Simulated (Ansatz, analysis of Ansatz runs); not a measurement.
**How often does Cs try the jump in CsLi2Cl3 (Immm)?**

Aim: the prefactor of a hop in CsLi2Cl3 (Immm) (V_Cs hop (4.5 Å), charge 0) from the modes of the moving atom at the start and at the top of a path found beforehand. Model: a cell of 72 host atoms with 1 Cs taken out.

Program: Ansatz 0.2.0. Level of theory: plane-wave PAW DFT, PBEsol; finite-difference force constants of the moving atom alone. Results are calculated unless marked as measured.

## 1. The starting structure

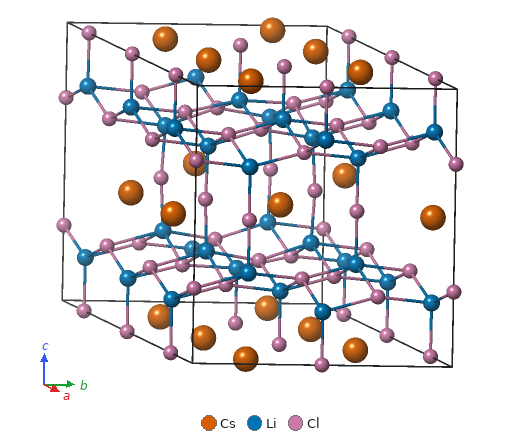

The starting structure, seen slightly off an axis (caesium orange, lithium blue, chlorine pink). Some periodic images of atoms are drawn too.

The cell holds 71 atoms: 11 Cs, 24 Li and 36 Cl. Its edges and angles: a = 13.503 Å, b = 11.191 Å, c = 12.249 Å, α = 90.0°, β = 90.0°, γ = 66.3°. It derives from CsLi2Cl3 (space group Immm). Nearest the centre at fractional (0.667, 0.500, 0.500): Cs50 at 2.17 Å, Cl69 at 2.59 Å, Cl47 at 2.59 Å, Cl60 at 2.89 Å, Cl64 at 2.89 Å, Li53 at 3.38 Å, Li57 at 3.39 Å, Li35 at 3.39 Å.

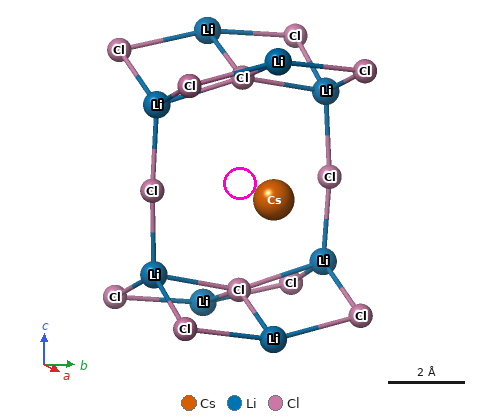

The atoms within 5 Å of the centre. A ring marks the centre wherever it is empty.

The cell's shortest repeat is 11.2 Å.

## 2. Vibrations of the moving atom at the start point

Harmonic transition-state theory takes the prefactor from the modes at the minimum and at the top. Only the moving atom is displaced, by 0.02 Å, which takes six displaced runs and a reference; the host's atoms are held.

q0_M1.start.modes/input.yaml reads:

```yaml
crystal:
  lattice:
    - [13.50322694, 0.0, 0.0]
    - [4.50107565, 10.24633985, 0.0]
    - [0.0, 0.0, 12.2489163]
  atoms:
    - { symbol: Cs, position: [1.119e-05, -0.00015444, 0.50017006] }
    - { symbol: Cs, position: [0.08476049, 0.24669108, 0.00024234] }
    - { symbol: Cs, position: [0.17233273, 0.50064459, 0.50011199] }
    - { symbol: Cs, position: [0.2505017, 0.74794957, 0.00058513] }
    - { symbol: Li, position: [0.00025944, -0.00013939, 0.80770171] }
    - { symbol: Li, position: [0.08386979, 0.25055726, 0.30897129] }
    - { symbol: Li, position: [0.1645154, 0.49990987, 0.80899024] }
    - { symbol: Li, position: [0.2565052, 0.74029127, 0.31123925] }
    - { symbol: Li, position: [-0.00014094, 0.00039507, 0.19275847] }
    - { symbol: Li, position: [0.08427593, 0.24945323, 0.6915613] }
    - { symbol: Li, position: [0.16480436, 0.49896938, 0.19131443] }
    - { symbol: Li, position: [0.25641242, 0.74084303, 0.68954896] }
    - { symbol: Cl, position: [-9.486e-05, 0.500018, 0.27327183] }
    - { symbol: Cl, position: [0.08270594, 0.75094602, 0.77070583] }
    - { symbol: Cl, position: [0.16692798, 0.00100954, 0.27014388] }
    - { symbol: Cl, position: [0.25020453, 0.25003091, 0.77196623] }
    - { symbol: Cl, position: [-0.00012406, 0.49989567, 0.72732717] }
    - { symbol: Cl, position: [0.08228154, 0.75155114, 0.2301354] }
    - { symbol: Cl, position: [0.1673477, 0.00034437, 0.72992467] }
    - { symbol: Cl, position: [0.25001487, 0.25019375, 0.22805689] }
    - { symbol: Cl, position: [0.00010763, -0.00014768, 0.00025264] }
    - { symbol: Cl, position: [0.08426906, 0.25060536, 0.50027326] }
    - { symbol: Cl, position: [0.16203958, 0.50084797, 0.00013715] }
    - { symbol: Cl, position: [0.24691012, 0.75209686, 0.50031196] }
    - { symbol: Cs, position: [0.33536633, -0.00537289, 0.50014393] }
    - { symbol: Cs, position: [0.41521835, 0.2529472, 7.061e-05] }
    - { symbol: Cs, position: [0.58470999, 0.74704721, 0.00022114] }
    - { symbol: Li, position: [0.33474609, -0.00121377, 0.80841079] }
    - { symbol: Li, position: [0.41670867, 0.25680264, 0.31080061] }
    - { symbol: Li, position: [0.50026822, 0.49952318, 0.80258656] }
    - { symbol: Li, position: [0.58320938, 0.74284081, 0.31097539] }
    - { symbol: Li, position: [0.33430722, 0.00115673, 0.19202006] }
    - { symbol: Li, position: [0.41687382, 0.2579424, 0.68919043] }
    - { symbol: Li, position: [0.49978784, 0.50092539, 0.19767] }
    - { symbol: Li, position: [0.58359333, 0.7412124, 0.68941492] }
    - { symbol: Cl, position: [0.32989164, 0.50084324, 0.26360214] }
    - { symbol: Cl, position: [0.4166918, 0.7509116, 0.77526007] }
    - { symbol: Cl, position: [0.5000711, 0.00027694, 0.27163049] }
    - { symbol: Cl, position: [0.58368042, 0.24851676, 0.77497492] }
    - { symbol: Cl, position: [0.33010083, 0.50045503, 0.73643208] }
    - { symbol: Cl, position: [0.41624345, 0.75169828, 0.22576623] }
    - { symbol: Cl, position: [0.49975543, 0.00014073, 0.72894695] }
    - { symbol: Cl, position: [0.58337335, 0.24923817, 0.22547211] }
    - { symbol: Cl, position: [0.33465323, -0.00023234, 0.00020813] }
    - { symbol: Cl, position: [0.41341069, 0.24728672, 0.50008237] }
    - { symbol: Cl, position: [0.50001885, 0.49998427, 0.00023763] }
    - { symbol: Cl, position: [0.58649494, 0.75259983, 0.50026742] }
    - { symbol: Cs, position: [0.66460032, 0.00506022, 0.50029457] }
    - { symbol: Cs, position: [0.74950503, 0.25159877, 0.00022953] }
    - { symbol: Cs, position: [0.82773627, 0.49911469, 0.50027773] }
    - { symbol: Cs, position: [0.91508422, 0.75328235, 0.00014482] }
    - { symbol: Li, position: [0.6653854, -0.00030352, 0.80829701] }
    - { symbol: Li, position: [0.74319426, 0.25993594, 0.31113823] }
    - { symbol: Li, position: [0.8352398, 0.49984551, 0.80905306] }
    - { symbol: Li, position: [0.91601024, 0.74894897, 0.30899722] }
    - { symbol: Li, position: [0.66544511, -0.00057903, 0.19192495] }
    - { symbol: Li, position: [0.74347557, 0.25933227, 0.68939999] }
    - { symbol: Li, position: [0.83533346, 0.50036906, 0.19139364] }
    - { symbol: Li, position: [0.91605183, 0.74967395, 0.69159291] }
    - { symbol: Cl, position: [0.66991778, 0.49974491, 0.26420137] }
    - { symbol: Cl, position: [0.74962941, 0.74981659, 0.77208276] }
    - { symbol: Cl, position: [0.83260229, -0.00048059, 0.26995302] }
    - { symbol: Cl, position: [0.91760174, 0.24828772, 0.77067178] }
    - { symbol: Cl, position: [0.67006331, 0.49895484, 0.73632163] }
    - { symbol: Cl, position: [0.74977546, 0.7500456, 0.2280474] }
    - { symbol: Cl, position: [0.8330442, -0.00107255, 0.7303244] }
    - { symbol: Cl, position: [0.91717683, 0.24888355, 0.22984353] }
    - { symbol: Cl, position: [0.66512606, 0.00019835, 0.00017226] }
    - { symbol: Cl, position: [0.75321236, 0.2475403, 0.50022229] }
    - { symbol: Cl, position: [0.8377154, 0.49906086, 0.00020479] }
    - { symbol: Cl, position: [0.91564216, 0.74930062, 0.50024507] }
  symmetry: { detect: false }
basis:
  ecutwfc: 420
  xc_grid: 2
hamiltonian:
  xc: pbesol
kpoints:
  mp_grid: { grid: [1, 1, 1], shift: [0.25, 0.25, 0.25] }
magnetization:
  spin_polarized: true
  initial_magnetization: 1
  spin_locking: { lock_magnetization: hard }
scf:
  occupations: { method: fermi_dirac, width: 0.01 }
  max_iter: 150
phonons:
  supercell: [1, 1, 1]
  displaced_sites: [49]
  amplitude: 0.02
```

Launch:

```bash
$ ansatz run input.yaml --threads 32 --pin off --max-ram 84787MiB --backend cuda --events-out ev --progress --plain --runs-dir out --max-vram 78GiB
```

Numbers of over 12 decimals in the logs are rounded to 6 here.

The log of the run:

```text
Engine: ansatz 0.2.0, aarch64-unknown-linux-gnu
[...]
Pseudopotential: Cs, paw, valence charge 9, recommended cutoff 420 eV (normal), Cs.paw.azcp
Pseudopotential: Li, paw, valence charge 3, recommended cutoff 420 eV (normal), Li.paw.azcp
Pseudopotential: Cl, paw, valence charge 7, recommended cutoff 420 eV (normal), Cl.paw.azcp
Functional definition: PBEsol
[...]
Crystal: 71 atoms, lattice volume = 1694.744 Å³
Basis set: ecut = 420 eV, 33169 PW (Γ), exchange–correlation on 192×150×180 points (8 copies of the dense FFT grid, shifted against one another)
Bands: 283, of which v1, the nominal top of the filled ones, is band 212 counted from 1 (211 counted from 0)
[...]
k-points: 1
[...]
Functional: x = pbesol(κ = 0.804, μ = 0.123457), c = pbesol(β = 0.046)
[...]
SCF iter   1: F=—  HF=-104634.937492 eV  |F-HF|=—  |Δ(HF+E_count)|=         —  Δρ=3.60e-7 (↑3.03e-7 ↓3.60e-7)  dr2=6.49e-9  dr2_m=2.14e-10  M=1.000 μB ∫|m|=1.050 μB  β_m=0.30  ethr=6.51e-8  ⟨swp⟩=11.0 [...]
[...]
preconditioner: auto → Kerker (q_TF=auto, 2.165 Å⁻¹)  [metal: Δε(μ)=0.011 eV  Ē_g=11.860 eV  σ=0.010 eV  W_gap=0.27  n_scr=302 (ndim 8)  ℏωp=16.9 eV  f_vac=0.024  D(μ)=51.77/eV (n_scr^D=362)]
spin=Collinear: Kerker preconditioning applied to the charge; magnetization (m = ρ↑ − ρ↓) channel mixes plain (no charge-response kernel on spin).
[...]
SCF 2 converged in 2 iterations: F = -104634.937492 eV  dr2 = 7.90e-10
[...]
SCF 8 converged in 12 iterations: F = -104634.937257 eV  dr2 = 2.81e-11
[...]
SCF 9 converged in 7 iterations: F = -104634.937492 eV  dr2 = 7.69e-12
[...]
SCF 10 converged in 15 iterations: F = -104634.937488 eV  dr2 = 1.37e-11
[...]
SCF 15 converged in 14 iterations: F = -104634.937491 eV  dr2 = 4.15e-12
[...]
SCF converged after 7 iterations
[...]
--- Phonons: 6 displaced members + reference (amplitude 0.02 Å, Σ member SCF iterations 93) ---
  symmetry images taken by strict's conditions (phonons.symmetry_images: auto; settled by no image being taken that strict refuses)
  force constants formed among 1 of 71 sites (Cs 49); the other 70 at rest. The modes move the named sites alone.
  the frequencies, the zero-point energy and the sums are of the block with the acoustic sum rule laid on its rows. Row sums over every site: 6.0e-5 eV/Å² at the most
  transpose residual: 3.3e-5 eV/Å²
  largest component of a force at the reference: 2.4e-3 eV/Å on a named site, 6.9e-3 eV/Å on a site at rest
  frequencies among the named sites at Γ of the cell (cm⁻¹): 47.69 61.01 63.55
  unstable modes among the named sites: 0
  frequencies as built, with no sum rule (cm⁻¹): 47.69 61.02 63.55
  zero-point energy: 0.010678 eV/cell   skipped modes (ω ≤ 0): 0
  not written: the harmonic force-constant file, the file of eigenvectors (these modes' are written with the force constants), the density of states and the dispersion, which are of every site
[...]
```

Wall time 15 s (1 × NVIDIA GB200 with 32 threads of Arm Neoverse V2, shared host); peak memory 2.7 GiB.

Numbers from this step:

```yaml
free_energy: -104634.9375 eV
smearing_term_ts: 0.01575 eV
total_moment: 1 μB
integral_of_the_absolute_spin_density: 1.050 μB
spin_contamination: 1.77e-4
frequencies_of_moving_atom: 47.69, 61.01, 63.55 cm⁻¹ (negative: imaginary)
```

The three modes are 48, 61 and 64 cm⁻¹: all real, a minimum for this atom with the others held.

## 3. Vibrations of the moving atom at the top of the path

The same at the top, where the mode along the path should be imaginary.

q0_M1.top.modes/input.yaml reads:

```yaml
crystal:
  lattice:
    - [13.50322694, 0.0, 0.0]
    - [4.50107565, 10.24633985, 0.0]
    - [0.0, 0.0, 12.2489163]
  atoms:
    - { symbol: Cs, position: [0.02474551, -0.03066101, 0.49974044] }
    - { symbol: Cs, position: [0.08267756, 0.25085008, 0.00017885] }
[... 27 atom lines left out ...]
    - { symbol: Li, position: [0.50246205, 0.4835969, 0.80986146] }
    - { symbol: Li, position: [0.56361164, 0.79168344, 0.30745071] }
[... 2 atom lines left out ...]
    - { symbol: Li, position: [0.50253828, 0.48438941, 0.192129] }
    - { symbol: Li, position: [0.56239346, 0.7945895, 0.6922147] }
[... 11 atom lines left out ...]
    - { symbol: Cl, position: [0.54944343, 0.80180518, 0.49983021] }
[... 2 atom lines left out ...]
    - { symbol: Cs, position: [0.66680083, 0.50095492, 0.50303634] }
[... 2 atom lines left out ...]
    - { symbol: Li, position: [0.76972007, 0.2102293, 0.30718914] }
[... 3 atom lines left out ...]
    - { symbol: Li, position: [0.77104344, 0.20708455, 0.69259849] }
    - { symbol: Li, position: [0.83144497, 0.51562781, 0.19198496] }
[... 1 atom line left out ...]
    - { symbol: Cl, position: [0.6681188, 0.49769893, 0.23573907] }
[... 3 atom lines left out ...]
    - { symbol: Cl, position: [0.66818929, 0.49758267, 0.76978423] }
[... 4 atom lines left out ...]
    - { symbol: Cl, position: [0.78440354, 0.20017142, 0.49991359] }
[... 1 atom line left out ...]
    - { symbol: Cl, position: [0.91436195, 0.74724702, 0.49999513] }
  symmetry: { detect: false }
basis:
  ecutwfc: 420
  xc_grid: 2
hamiltonian:
  xc: pbesol
kpoints:
  mp_grid: { grid: [1, 1, 1], shift: [0.25, 0.25, 0.25] }
magnetization:
  spin_polarized: true
  initial_magnetization: 1
  spin_locking: { lock_magnetization: hard }
scf:
  occupations: { method: fermi_dirac, width: 0.01 }
  max_iter: 150
phonons:
  supercell: [1, 1, 1]
  displaced_sites: [49]
  amplitude: 0.02
```

The log of the run:

```text
[...]
Crystal: 71 atoms, lattice volume = 1694.744 Å³
Basis set: ecut = 420 eV, 33169 PW (Γ), exchange–correlation on 192×150×180 points (8 copies of the dense FFT grid, shifted against one another)
Bands: 283, of which v1, the nominal top of the filled ones, is band 212 counted from 1 (211 counted from 0)
[...]
k-points: 1
[...]
SCF 1 converged in 20 iterations: F = -104634.011566 eV  dr2 = 2.88e-9
[...]
SCF iter   1: F=—  HF=-104634.011566 eV  |F-HF|=—  |Δ(HF+E_count)|=         —  Δρ=3.45e-7 (↑2.77e-7 ↓3.45e-7)  dr2=4.53e-9  dr2_m=1.72e-10  M=1.000 μB ∫|m|=1.070 μB  β_m=0.30  ethr=8.09e-8  ⟨swp⟩=15.0 [...]
[...]
SCF 2 converged in 4 iterations: F = -104634.011566 eV  dr2 = 9.31e-10
[...]
SCF 9 converged in 10 iterations: F = -104634.011566 eV  dr2 = 3.46e-12
[...]
SCF 10 converged in 16 iterations: F = -104634.011567 eV  dr2 = 1.29e-11
[...]
SCF 15 converged in 16 iterations: F = -104634.011566 eV  dr2 = 9.68e-12
[...]
SCF converged after 10 iterations
[...]
transpose residual: 2.4e-4 eV/Å²
[...]
frequencies among the named sites at Γ of the cell (cm⁻¹): -38.91 71.90 105.21
  unstable modes among the named sites: 1
  frequencies as built, with no sum rule (cm⁻¹): -38.91 71.91 105.21
  zero-point energy: 0.010980 eV/cell   skipped modes (ω ≤ 0): 1, of them read as no rigid motion or as one in doubt: 1 (1.000e0 modes/cell left out, lowest -38.91 cm⁻¹)
[...]
```

Elapsed: 14 s, on 1 × NVIDIA GB200 with 32 threads; peak memory 2.8 GiB.

This step gave:

| Quantity | Value |
| --- | --- |
| free energy | -104634.0116 eV |
| smearing term TS | 0.01167 eV |
| total moment | 1.000 μB |
| integral of the absolute spin density | 1.070 μB |
| spin contamination | 5.64e-4 |
| frequencies of moving atom | -38.91, 71.90, 105.2 cm⁻¹ (negative: imaginary) |

The three modes are 39i, 72 and 105 cm⁻¹: one imaginary, a saddle of first order for this atom with the others held.

## 4. Attempt frequency and hop rate

Analysis of the runs above: harmonic transition-state theory from the moving atom's modes alone (Vineyard), PBEsol.

It gives:

| Item | Value |
| --- | --- |
| attempt frequency | 0.7327 THz |

Hop rate against temperature:

```csv
temperature (K),hop rate (1/s)
200,3.4e-12
300,2.0e-4
400,1.58
600,12232
800,1.1e6
1000,1.6e7
```

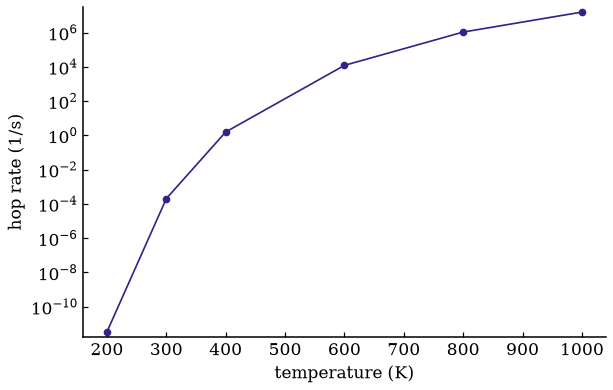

Hop rate, plotted against temperature.

## 5. Summary of results

- attempt frequency (attempt frequency and hop rate): 0.733 THz

In words: The attempt frequency, the product of the three frequencies at the start over that of the two real ones at the top (Vineyard), is 0.7 THz. With the barrier of 0.93 eV it gives 1.2e+04 hops a second at 600 K along this one path; equivalent neighbouring sites multiply that. The host's atoms were held, though they move along the path too, so the prefactor is rough. Limits: one k-point off the zone centre stands for the whole zone; PBEsol makes the gap too small and tends to spread out bound carriers; spin–orbit coupling, which can matter with heavy atoms, is left out.

[Logs are printed without paths, hosts, clocks, repeated set-up lines and the standing remarks that a program may print on its own settings, such as how far it seeks lower states.]

[Hosts, paths, dates, database ids (printed as entryN), source tags and the programs' standing remarks are cut or masked in the printed files.]
